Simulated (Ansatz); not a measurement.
## Is AlVGa in the AlB2 type a stable metal?

The plan: relax AlVGa in the AlB2 type, check its phonons, and, if the lattice is stable, compute its Eliashberg function and ρ(T).

Calculated with Ansatz 0.2.0; DFT PBE, scalar-relativistic, plane waves, PAW; PAW set soft_1.

The structure was built from a prototype and need not be the compound's stable phase.

**1. The starting structure**

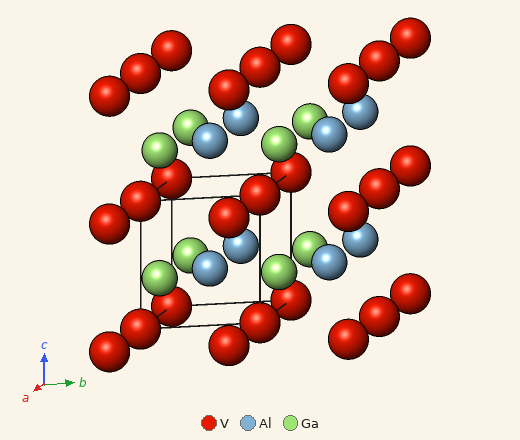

The cell as given, slightly off an axis (vanadium red, aluminium light blue, gallium green). 2×2×2 cells are drawn. Some periodic images of atoms are drawn too.

**2. Relaxation**

The structure is brought to rest under this functional.

File input.yaml:

```yaml
crystal:
  lattice:
    - [3.8021, 0.0, 0.0]
    - [-1.90105, 3.29272, 0.0]
    - [0.0, 0.0, 3.9922]
  atoms:
    - { symbol: V, position: [0.0, 0.0, 0.0] }
    - { symbol: Al, position: [0.33333333, 0.66666667, 0.5] }
    - { symbol: Ga, position: [0.66666667, 0.33333333, 0.5] }
kpoints:
  mp_grid: { grid: [9, 9, 8] }
hamiltonian:
  xc: pbe
  pseudopotentials: { kind: paw, azcp: { folder: soft_1 } }
scf:
  occupations: { method: gaussian, width: 0.1 }
output:
  forces: true
  stress: true
  eigenvalues: true
relax:
  adjacent_minimum: "off"
  f_tol: 0.005
  max_steps: 80
  cell: { stress_tol: 0.05 }
```

On the command line:

```sh
$ ansatz run input.yaml --threads 4 --pin off --max-ram 12288MiB --backend cpu --events-out ev --progress --plain --runs-dir out
```

Numbers of over 12 decimals in the logs are rounded to 6 here.

The log of the run:

```text
Engine: ansatz 0.2.0, x86_64-unknown-linux-gnu
Pseudopotentials: kind: paw
Pseudopotential: V, paw, valence charge 13, recommended cutoff 420 eV (normal), soft_1/V.paw.azcp
Pseudopotential: Al, paw, valence charge 3, recommended cutoff 420 eV (normal), soft_1/Al.paw.azcp
Pseudopotential: Ga, paw, valence charge 13, recommended cutoff 420 eV (normal), soft_1/Ga.paw.azcp
Functional definition: PBE
  parameter kappa = 0.804
  parameter beta = 0.066725
  exchange = pbe_x(kappa = kappa, mu = beta*pi^2/3)
  correlation = pbe_c(beta = beta)
Crystal: 3 atoms, lattice volume = 49.979 Å³
Basis set: ecut = 420 eV, 985 PW (Γ), exchange–correlation on 54×54×54 points (8 copies of the dense FFT grid, shifted against one another)
Bands: 19, of which v1, the nominal top of the filled ones, is band 15 counted from 1 (14 counted from 0)
Symmetry: 12 space group operations
Space group: P-6m2 (ITA 187), of the structure as read, at distance tolerance 3.7e-5 Å
k-points: 60 of 648 (time reversal used)
Non-local potential: V, projectors of the file, l = 0: 3, l = 1: 2, l = 2: 3, l = 3: 1
Non-local potential: Al, projectors of the file, l = 0: 2, l = 1: 2, l = 2: 1
Non-local potential: Ga, projectors of the file, l = 0: 2, l = 1: 2, l = 2: 3, l = 3: 1
PAW form: soft (Blöchl's): semilocal exchange-correlation on the pseudo side does not see the compensation charge
PAW one-centre angular grid: V, 590 points (default); XC on 64 Gauss nodes
PAW one-centre angular grid: Al, 110 points (default); XC on 64 Gauss nodes
PAW one-centre angular grid: Ga, 590 points (default); XC on 64 Gauss nodes
Initial density: superposition of atomic densities (chi_scale 0.1, normalization cell, long waves kept (reshape's long-wave potential 0.00 eV rms))
Initial wavefunctions: pseudopotential atomic-orbital guess
Functional: x = pbe(κ = 0.804, μ = 0.219515), c = pbe(β = 0.066725)
SCF iter   1: F=—  HF=-7231.027080 eV  |F-HF|=—  |Δ(HF+E_count)|=         —  Δρ=3.72e-2  dr2=5.73e-1  ethr=3.10e-3  ⟨swp⟩=4.8  Hψ=4911  notcnv=0
preconditioner: auto → Kerker (q_TF=auto, 2.492 Å⁻¹)  [metal: Δε(μ)=0.018 eV  Ē_g=9.896 eV  σ=0.100 eV  W_gap=0.10  n_scr=20 (ndim 8)  ℏωp=24.1 eV  f_vac=0.000  D(μ)=2.78/eV (n_scr^D=22)]
SCF iter   2: F=—  HF=-7230.887278 eV  |F-HF|=—  |Δ(HF+E_count)|=   1.40e-1  Δρ=2.14e-2  dr2=1.45e-1  ethr=1.98e-3  ⟨swp⟩=2.0  Hψ=2520  notcnv=0
SCF iter   3: F=—  HF=-7230.880491 eV  |F-HF|=—  |Δ(HF+E_count)|=   6.79e-3  Δρ=1.07e-2  dr2=4.17e-2  ethr=5.02e-4  ⟨swp⟩=2.0  Hψ=2030  notcnv=0
SCF iter   4: F=—  HF=-7230.878100 eV  |F-HF|=—  |Δ(HF+E_count)|=   2.39e-3  Δρ=2.99e-3  dr2=3.74e-3  ethr=1.44e-4  ⟨swp⟩=2.0  Hψ=2036  notcnv=0
SCF iter   5: F=—  HF=-7230.877546 eV  |F-HF|=—  |Δ(HF+E_count)|=   5.54e-4  Δρ=7.23e-4  dr2=3.86e-4  ethr=1.29e-5  ⟨swp⟩=1.9  Hψ=1265  notcnv=0
SCF iter   6: F=—  HF=-7230.877482 eV  |F-HF|=—  |Δ(HF+E_count)|=   6.43e-5  Δρ=2.08e-4  dr2=2.44e-5  ethr=1.33e-6  ⟨swp⟩=2.0  Hψ=1713  notcnv=0
SCF iter   7: F=—  HF=-7230.877545 eV  |F-HF|=—  |Δ(HF+E_count)|=   6.37e-5  Δρ=5.57e-5  dr2=1.82e-6  ethr=8.40e-8  ⟨swp⟩=2.1  Hψ=1660  notcnv=0
SCF iter   8: F=—  HF=-7230.877545 eV  |F-HF|=—  |Δ(HF+E_count)|=   1.78e-7  Δρ=2.56e-5  dr2=2.93e-7  ethr=6.26e-9  ⟨swp⟩=2.0  Hψ=1761  notcnv=0
SCF iter   9: F=-7230.877545 eV  HF=-7230.877545 eV  |F-HF|=3.41e-8  |Δ(HF+E_count)|=   3.78e-8  Δρ=1.38e-5  dr2=4.76e-8  ethr=3.45e-10  ⟨swp⟩=4.0  Hψ=3516  notcnv=0
SCF 1 converged in 9 iterations: F = -7230.877545 eV  dr2 = 4.76e-8
  greatest PAW one-centre occupation: 0.999 electrons in one spin orbital (limit 2), on the V atom at site 0 (counted from 0), in its partial waves of l = 0
relax step   1: F+E_penalty+E_count = -7230.87754506 eV  Δ(F+E_penalty+E_count) = +0.000e0 eV  max|allowed force component| = 4.144e-17 eV/Å  Δτ_max = 0.0000 Å  P = +5.116 GPa  Ω = 49.979 Å³  (9 SCF iters, dr2 threshold 1.00e-7 eV, accepted)
Crystal: 3 atoms, lattice volume = 49.755 Å³
Initial density: handed on by an earlier stage of this run
Initial wavefunctions: those handed on with the density
iter 1 solved again at ethr=1.93e-4 eV; its pass at ethr=3.10e-3 eV (dr2=5.59e-2 eV) is discarded
SCF iter   1: F=—  HF=-7231.484435 eV  |F-HF|=—  |Δ(HF+E_count)|=         —  Δρ=8.93e-3  dr2=5.65e-2  ethr=1.93e-4  ⟨swp⟩=1.6  Hψ=7379  notcnv=0
preconditioner: auto → Kerker (q_TF=auto, 2.494 Å⁻¹)  [metal: Δε(μ)=0.010 eV  Ē_g=10.536 eV  σ=0.100 eV  W_gap=0.06  n_scr=20 (ndim 8)  ℏωp=24.1 eV  f_vac=0.000  D(μ)=2.22/eV (n_scr^D=20)]
SCF iter   2: F=—  HF=-7231.479013 eV  |F-HF|=—  |Δ(HF+E_count)|=   5.42e-3  Δρ=4.49e-3  dr2=1.77e-2  ethr=1.93e-4  ⟨swp⟩=1.1  Hψ=1145  notcnv=0
SCF iter   3: F=—  HF=-7231.476575 eV  |F-HF|=—  |Δ(HF+E_count)|=   2.44e-3  Δρ=8.19e-4  dr2=6.31e-4  ethr=6.10e-5  ⟨swp⟩=1.8  Hψ=1205  notcnv=0
SCF iter   4: F=—  HF=-7231.476484 eV  |F-HF|=—  |Δ(HF+E_count)|=   9.16e-5  Δρ=2.83e-4  dr2=3.57e-5  ethr=2.18e-6  ⟨swp⟩=2.0  Hψ=1559  notcnv=0
SCF iter   5: F=—  HF=-7231.476468 eV  |F-HF|=—  |Δ(HF+E_count)|=   1.56e-5  Δρ=9.14e-5  dr2=2.92e-6  ethr=1.23e-7  ⟨swp⟩=2.0  Hψ=1793  notcnv=0
SCF iter   6: F=—  HF=-7231.476468 eV  |F-HF|=—  |Δ(HF+E_count)|=   1.48e-7  Δρ=3.13e-5  dr2=5.31e-7  ethr=1.03e-9  ⟨swp⟩=7.3  Hψ=6232  notcnv=0
SCF iter   7: F=-7231.476468 eV  HF=-7231.476468 eV  |F-HF|=1.67e-7  |Δ(HF+E_count)|=   3.73e-7  Δρ=2.18e-5  dr2=1.49e-7  ethr=1.03e-9  ⟨swp⟩=6.2  Hψ=5384  notcnv=0
SCF 2 converged in 7 iterations: F = -7231.476468 eV  dr2 = 1.49e-7
relax step   2: F+E_penalty+E_count = -7231.47646757 eV  Δ(F+E_penalty+E_count) = -5.989e-1 eV  max|allowed force component| = 5.397e-17 eV/Å  Δτ_max = 0.0000 Å  P = +1.249 GPa  Ω = 49.755 Å³  energy of the carried Pulay correction = +1.531e-4 eV  (7 SCF iters, dr2 threshold 3.00e-7 eV, accepted)
Crystal: 3 atoms, lattice volume = 48.782 Å³
Basis set: ecut = 420 eV, 949 PW (Γ), exchange–correlation on 54×54×54 points (8 copies of the dense FFT grid, shifted against one another)
iter 1 solved again at ethr=1.95e-4 eV; its pass at ethr=3.10e-3 eV (dr2=5.64e-2 eV) is discarded
SCF iter   1: F=—  HF=-7231.911711 eV  |F-HF|=—  |Δ(HF+E_count)|=         —  Δρ=8.69e-3  dr2=5.65e-2  ethr=1.95e-4  ⟨swp⟩=1.3  Hψ=8370  notcnv=0
preconditioner: auto → none  [metal: Δε(μ)=0.039 eV  Ē_g=10.577 eV  σ=0.100 eV  W_gap=0.21  n_scr=8 (ndim 8)  ℏωp=24.4 eV  f_vac=0.000  D(μ)=2.74/eV (n_scr^D=26)]
SCF iter   2: F=—  HF=-7231.904080 eV  |F-HF|=—  |Δ(HF+E_count)|=   7.63e-3  Δρ=3.53e-3  dr2=9.69e-3  ethr=1.95e-4  ⟨swp⟩=1.3  Hψ=1205  notcnv=0
SCF iter   3: F=—  HF=-7231.903278 eV  |F-HF|=—  |Δ(HF+E_count)|=   8.03e-4  Δρ=9.24e-4  dr2=1.67e-4  ethr=3.34e-5  ⟨swp⟩=2.0  Hψ=1502  notcnv=0
[...]
[... from here on, the SCF cycles and remarks between the steps are left out ...]
relax step   4: F+E_penalty+E_count = -7232.23573243 eV  Δ(F+E_penalty+E_count) = -3.325e-1 eV  max|allowed force component| = 2.756e-17 eV/Å  Δτ_max = 0.0000 Å  P = -0.518 GPa  Ω = 47.415 Å³  energy of the carried Pulay correction = +1.032e-3 eV  (7 SCF iters, dr2 threshold 3.00e-7 eV, accepted)
relax step   5: F+E_penalty+E_count = -7232.48954733 eV  Δ(F+E_penalty+E_count) = -2.538e-1 eV  max|allowed force component| = 2.043e-17 eV/Å  Δτ_max = 0.0000 Å  P = +0.280 GPa  Ω = 45.897 Å³  energy of the carried Pulay correction = +1.595e-3 eV  (7 SCF iters, dr2 threshold 3.00e-7 eV, accepted)
relax step   6: F+E_penalty+E_count = -7232.73239557 eV  Δ(F+E_penalty+E_count) = -2.428e-1 eV  max|allowed force component| = 1.041e-17 eV/Å  Δτ_max = 0.0000 Å  P = +1.271 GPa  Ω = 44.533 Å³  energy of the carried Pulay correction = +2.123e-3 eV  (6 SCF iters, dr2 threshold 3.00e-7 eV, accepted)
relax step   7: F+E_penalty+E_count = -7232.99813085 eV  Δ(F+E_penalty+E_count) = -2.657e-1 eV  max|allowed force component| = 2.737e-17 eV/Å  Δτ_max = 0.0000 Å  P = +2.879 GPa  Ω = 43.208 Å³  energy of the carried Pulay correction = +2.652e-3 eV  (6 SCF iters, dr2 threshold 3.00e-7 eV, accepted)
relax step   8: F+E_penalty+E_count = -7233.10974284 eV  Δ(F+E_penalty+E_count) = -1.116e-1 eV  max|allowed force component| = 3.084e-18 eV/Å  Δτ_max = 0.0000 Å  P = +4.562 GPa  Ω = 42.468 Å³  energy of the carried Pulay correction = +2.995e-3 eV  (7 SCF iters, dr2 threshold 3.00e-7 eV, accepted)
relax step   9: F+E_penalty+E_count = -7233.12191056 eV  Δ(F+E_penalty+E_count) = -1.217e-2 eV  max|allowed force component| = 8.529e-18 eV/Å  Δτ_max = 0.0000 Å  P = -2.453 GPa  Ω = 44.705 Å³  energy of the carried Pulay correction = +2.222e-3 eV  (6 SCF iters, dr2 threshold 3.00e-7 eV, accepted)
relax step  10: F+E_penalty+E_count = -7233.12915521 eV  Δ(F+E_penalty+E_count) = -7.245e-3 eV  max|allowed force component| = 9.107e-18 eV/Å  Δτ_max = 0.0000 Å  P = +0.067 GPa  Ω = 43.833 Å³  energy of the carried Pulay correction = +2.519e-3 eV  (6 SCF iters, dr2 threshold 3.00e-7 eV, accepted)
relax step  11: F+E_penalty+E_count = -7233.12915729 eV  Δ(F+E_penalty+E_count) = -2.081e-6 eV  max|allowed force component| = 8.095e-18 eV/Å  Δτ_max = 0.0000 Å  P = +0.004 GPa  Ω = 43.854 Å³  energy of the carried Pulay correction = +2.512e-3 eV  (6 SCF iters, dr2 threshold 2.36e-8 eV, accepted)
relax step  12: F+E_penalty+E_count = -7233.14643898 eV  Δ(F+E_penalty+E_count) = -1.728e-2 eV  max|allowed force component| = 8.095e-18 eV/Å  Δτ_max = 0.0000 Å  P = +0.694 GPa  Ω = 43.854 Å³  stress off target by 1.04e0 GPa  SCF on the basis re-selected at this cell (its energy is not comparable with the rows above)  (7 SCF iters)
relax step  13: F+E_penalty+E_count = -7233.14751747 eV  Δ(F+E_penalty+E_count) = -1.078e-3 eV  max|allowed force component| = 6.120e-18 eV/Å  Δτ_max = 0.0000 Å  P = +0.093 GPa  Ω = 44.088 Å³  energy of the carried Pulay correction = -1.280e-4 eV  (6 SCF iters, dr2 threshold 3.00e-7 eV, accepted)
relax step  14: F+E_penalty+E_count = -7233.14751408 eV  Δ(F+E_penalty+E_count) = +3.385e-6 eV  max|allowed force component| = 6.939e-18 eV/Å  Δτ_max = 0.0000 Å  P = +0.003 GPa  Ω = 44.123 Å³  energy of the carried Pulay correction = -1.469e-4 eV  (6 SCF iters, dr2 threshold 3.81e-8 eV, accepted)
iter 1 solved again at ethr=3.97e-8 eV; its pass at ethr=3.10e-3 eV (dr2=1.15e-5 eV) is discarded
SCF iter   1: F=—  HF=-7233.147435 eV  |F-HF|=—  |Δ(HF+E_count)|=         —  Δρ=4.14e-4  dr2=1.57e-6  ethr=3.97e-8  ⟨swp⟩=3.0  Hψ=7835  notcnv=0
preconditioner: auto → none  [metal: Δε(μ)=0.009 eV  Ē_g=11.019 eV  σ=0.100 eV  W_gap=0.05  n_scr=8 (ndim 8)  ℏωp=25.6 eV  f_vac=0.000  D(μ)=2.12/eV (n_scr^D=26)]
SCF iter   2: F=—  HF=-7233.147628 eV  |F-HF|=—  |Δ(HF+E_count)|=   1.92e-4  Δρ=2.07e-4  dr2=3.99e-7  ethr=5.42e-9  ⟨swp⟩=1.2  Hψ=1155  notcnv=0
SCF iter   3: F=—  HF=-7233.147669 eV  |F-HF|=—  |Δ(HF+E_count)|=   4.12e-5  Δρ=6.43e-6  dr2=1.35e-8  ethr=1.37e-9  ⟨swp⟩=2.0  Hψ=1770  notcnv=0
SCF iter   4: F=—  HF=-7233.147669 eV  |F-HF|=—  |Δ(HF+E_count)|=   3.34e-9  Δρ=8.09e-7  dr2=3.41e-10  ethr=4.65e-11  ⟨swp⟩=2.0  Hψ=1733  notcnv=0
iter 5 did not close the SCF: its close was put off for the readings that it lacked (scf_convergence_deferred on its scf_iter line)
SCF iter   5: F=-7233.147669 eV  HF=-7233.147669 eV  |F-HF|=5.46e-12  |Δ(HF+E_count)|=  3.82e-11  Δρ=2.47e-7  dr2=2.19e-11  ethr=1.18e-12  ⟨swp⟩=2.9  Hψ=1821  notcnv=0
SCF iter   6: F=-7233.147669 eV  HF=-7233.147669 eV  |F-HF|=1.82e-12  |Δ(HF+E_count)|=  5.46e-12  Δρ=7.94e-8  dr2=2.62e-12  ethr=1.00e-12  ⟨swp⟩=3.5  Hψ=4409  notcnv=0
SCF 15 converged in 6 iterations: F = -7233.147669 eV  dr2 = 2.62e-12
relax step  15: F+E_penalty+E_count = -7233.14766872 eV  Δ(F+E_penalty+E_count) = -1.546e-4 eV  max|allowed force component| = 2.313e-18 eV/Å  Δτ_max = 0.0000 Å  P = +0.002 GPa  Ω = 44.123 Å³  stress off target by 4.20e-3 GPa  SCF on the basis re-selected at this cell (its energy is not comparable with the rows above)  (6 SCF iters)
basis re-selected at this cell: Δ(F+E_penalty+E_count) = -1.546e-4 eV, ΔP = -0.000 GPa vs the last step (what re-selecting the basis moved, of the pressure what is left beyond the Pulay correction that the steps carried, after the strain that the cell walked since its last selection, with what the two solves' SCF thresholds leave and, on support functions, any second-order correction that the steps lacked; it is no m [...]
SCF converged after 6 iterations
Free energy (F): -7233.147669 eV
Harris-Foulkes:  -7233.147669 eV  (|F-HF|=1.82e-12)
Internal energy: -7233.137054 eV  (E = F + TS)
E sigma→0 (E₀):  -7233.142361 eV
Entropy (-TS):   -0.010615 eV (-3.538 meV/atom)
Fermi energy:    12.467672 eV
--- Per-component energies (eV) ---
  E_band       = -179.974131
  E_kinetic    = 432.118660
  E_local      = -2668.276958  (includes V_loc(G=0)·N_el)
  E_nonlocal   = -0.596859
  E_hartree    = 1456.005193
  E_xc         = -217.146662
  E_vxc        = -232.150415  (∫ρ·V_xc dr)
  E_paw        = -3586.627429  (= ΣΔE_a)
  E_vpaw       = -623.079793  (= ΣTr[D̂ρ^β])
  E_aug_tail   = 0.000810  (compensation charges beyond the density's cutoff)
  E_ewald      = -2648.613809
  E_smearing   = -0.010615  (= −TS)
  E_closure    = -0.000000  (closes the sum)
  Σ components = -7233.147669   (vs F -7233.147669, Δ=0.00e0)
--- Forces (eV/Å), atoms counted from 1 ---
  atom   1  V      0.00000000    -0.00000000     0.00000000
  atom   2  Al     0.00000000    -0.00000000     0.00000000
  atom   3  Ga     0.00000000    -0.00000000     0.00000000
  max |Σ_I F_I| component: 3.01e-17 eV/Å
--- Stress (GPa, compression-positive) ---
        0.004204       0.000000      -0.000000
        0.000000       0.004204       0.000000
       -0.000000       0.000000      -0.001146
  P = ⅓ Tr σ = 0.0024 GPa (0.024 kbar)
--- Band table (eV; the first three rows and the last of 60) ---
  k-point 0: bands = [... 11 lower, 9.2299, 10.9134, 11.2542, 13.2207, 13.2207, 14.1645, 14.1645, 15.8574]
  k-point 1: bands = [... 11 lower, 9.5166, 11.2050, 11.5543, 12.5434, 12.5434, 14.9759, 14.9759, 15.8492]
  k-point 2: bands = [... 11 lower, 10.3310, 11.3329, 11.7181, 11.7181, 12.4665, 15.2953, 15.5486, 15.5486]
  k-point 59: bands = [... 11 lower, 9.4752, 9.8839, 10.9270, 12.5981, 13.5667, 13.6400, 13.8295, 14.6155]
--- Relaxed structure (13 steps of the walk, 13 accepted, 2 SCFs on fresh bases) ---
  F+E_penalty+E_count = -7233.14766872 eV   max|allowed force component| = 2.313e-18 eV/Å   (the final SCF, on the basis selected at the relaxed cell)
  cell:  # Å, volume = 44.1227 Å³
    - [4.368529, 6.288595604494459e-17, 0]
    - [-2.184265, 3.783257, 0]
    - [0, 0, 2.669690]
  atoms:
    - { symbol: V, position: [0, 0, 0] }
    - { symbol: Al, position: [0.333333, 0.666667, 0.5] }
    - { symbol: Ga, position: [0.666667, 0.333333, 0.5] }
```

Run time: 21 s. Hardware: 4 threads of AMD EPYC 7B13 (Zen 3), shared host; peak memory 0.51 GiB; 78 s of CPU time.

This run has no spin polarisation, although V can carry a moment.

The steps of the relaxation:

```tsv
step	energy less that of the first step (eV)	largest force component (eV/Å)	pressure (GPa)	volume (Å³)
1	0.0000	0.0000	5.12	49.98
2	-0.5989	0.0000	1.25	49.75
3	-1.0257	0.0000	-0.30	48.78
4	-1.3582	0.0000	-0.52	47.42
5	-1.6120	0.0000	0.28	45.90
6	-1.8549	0.0000	1.27	44.53
7	-2.1206	0.0000	2.88	43.21
8	-2.2322	0.0000	4.56	42.47
9	-2.2444	0.0000	-2.45	44.70
10	-2.2516	0.0000	0.07	43.83
11	-2.2516	0.0000	0.00	43.85
12*	-2.2689	0.0000	0.69	43.85
13	-2.2700	0.0000	0.09	44.09
14	-2.2700	0.0000	0.00	44.12
15*	-2.2701	0.0000	0.00	44.12
```

Relaxation steps marked * repeat the geometry before them on a plane-wave basis chosen anew for their cell, so energy and pressure can jump there.

The run keeps the 12 symmetry operations that it works with, so distortions that break them were not tested.

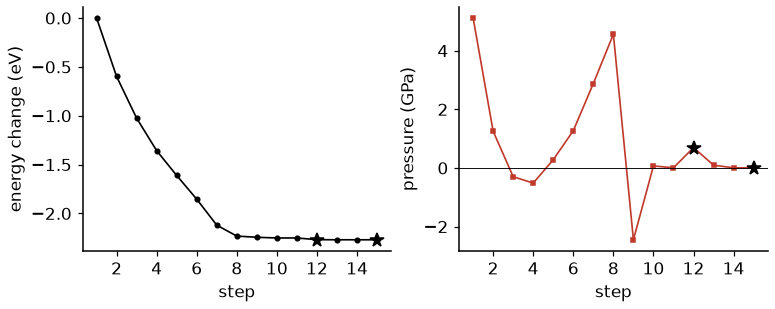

Energy and pressure along the relaxation. Stars mark steps on a basis chosen anew.

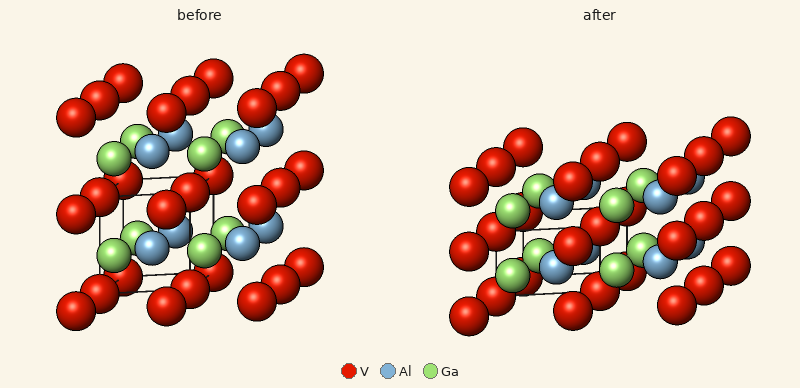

The structure before and after the relaxation, drawn at the same scale.

```tsv
cell as run	before	after	change
a (Å)	3.802	4.369	+14.9 %
b (Å)	3.802	4.369	+14.9 %
c (Å)	3.992	2.670	-33.1 %
volume (Å³/atom)	16.66	14.71	-11.7 %
```

The relaxed structure:

```cif
data_structure
_symmetry_space_group_name_H-M 'P 1'
_symmetry_Int_Tables_number 1
_cell_length_a 4.3685
_cell_length_b 4.3685
_cell_length_c 2.6697
_cell_angle_alpha 90.000
_cell_angle_beta 90.000
_cell_angle_gamma 120.000
_cell_volume 44.12
loop_
_atom_site_label
_atom_site_type_symbol
_atom_site_fract_x
_atom_site_fract_y
_atom_site_fract_z
_atom_site_occupancy
V1 V 0.00000 0.00000 0.00000 1
Al2 Al 0.33333 0.66667 0.50000 1
Ga3 Ga 0.66667 0.33333 0.50000 1
```

This step gave:

```yaml
pressure: 0.002421 GPa
volume_per_atom: 14.71 Å³/atom
metallic_on_mesh: yes
gap_on_the_k_mesh: 0 eV
```

The largest force is now zero by symmetry and the largest stress component 0.0042 GPa.

**3. Relaxing cell and atoms**

The cell moved far, so the relaxation is started again from the new cell to confirm it.

input.yaml, the sections that differ from step 2:

```yaml
crystal:
  lattice:
    - [4.3685291148, 0.0, 0.0]
    - [-2.1842645574, 3.7832571906, 0.0]
    - [0.0, 0.0, 2.6696900956]
  atoms:
    - { symbol: V, position: [0.0, 0.0, 0.0] }
    - { symbol: Al, position: [0.3333333333, 0.6666666667, 0.5] }
    - { symbol: Ga, position: [0.6666666667, 0.3333333333, 0.5] }
kpoints:
  mp_grid: { grid: [9, 9, 12] }
# hamiltonian, scf, output, relax: as in step 2
```

The log of the run:

```text
[the first part of the log is left out]
  E_vxc        = -232.166959  (∫ρ·V_xc dr)
  E_paw        = -3586.699222  (= ΣΔE_a)
  E_vpaw       = -623.206050  (= ΣTr[D̂ρ^β])
  E_aug_tail   = 0.000808  (compensation charges beyond the density's cutoff)
  E_ewald      = -2649.796101
  E_smearing   = -0.011479  (= −TS)
  E_closure    = 0.000000  (closes the sum)
  Σ components = -7233.154000   (vs F -7233.154000, Δ=0.00e0)
[...]
--- Stress (GPa, compression-positive) ---
        0.001093       0.000000      -0.000000
        0.000000       0.001093      -0.000000
        0.000000      -0.000000       0.002416
  P = ⅓ Tr σ = 0.0015 GPa (0.015 kbar)
--- Band table (eV; the first three rows and the last of 84) ---
[...]
--- Relaxed structure (3 steps of the walk, 3 accepted, 1 SCFs on fresh bases) ---
[...]
cell:  # Å, volume = 44.0865 Å³
    - [4.363919, 0, 0.0]
    - [-2.181959, 3.779265, 0.0]
    - [0.0, 0.0, 2.673140]
  atoms:
    - { symbol: V, position: [0, 0, 0.0] }
    - { symbol: Al, position: [0.333333, 0.666667, 0.5] }
    - { symbol: Ga, position: [0.666667, 0.333333, 0.5] }
```

It took 6.9 s on 4 threads; peak memory 0.51 GiB; 25 s of CPU time.

The steps of the relaxation:

```tsv
step	energy less that of the first step (eV)	largest force component (eV/Å)	pressure (GPa)	volume (Å³)
1	0.0000	0.0000	-0.08	44.12
2	-0.0001	0.0000	-0.02	44.10
3	-0.0001	0.0000	0.00	44.09
4	-0.0001	0.0000	0.00	44.09
```

The log counts 1 steps on a newly chosen plane-wave basis, not all of them marked here; energy and pressure can jump at such steps.

```tsv
conventional cell, symmetrised	before	after	change
a (Å)	4.369	4.364	-0.1 %
b (Å)	4.369	4.364	-0.1 %
c (Å)	2.670	2.673	+0.1 %
volume (Å³/atom)	14.71	14.70	-0.1 %
```

The relaxed structure:

```cif
data_structure
_symmetry_space_group_name_H-M 'P 1'
_symmetry_Int_Tables_number 1
_cell_length_a 4.3639
_cell_length_b 4.3639
_cell_length_c 2.6731
_cell_angle_alpha 90.000
_cell_angle_beta 90.000
_cell_angle_gamma 120.000
_cell_volume 44.09
loop_
_atom_site_label
_atom_site_type_symbol
_atom_site_fract_x
_atom_site_fract_y
_atom_site_fract_z
_atom_site_occupancy
V1 V 0.00000 0.00000 0.00000 1
Al2 Al 0.33333 0.66667 0.50000 1
Ga3 Ga 0.66667 0.33333 0.50000 1
```

This step gave:

```
pressure        : 0.001534 GPa
volume per atom : 14.70 Å³/atom
```

The largest force is now zero by symmetry and the largest stress component 0.0024 GPa.

(Part 1 of 3 ends here.)

[Logs are printed without paths, hosts, clocks, repeated set-up lines and the standing remarks that a program may print on its own settings, such as how far it seeks lower states.]

[Hosts, paths, dates, database ids (printed as entryN), source tags and the programs' standing remarks are cut or masked in the printed files.]
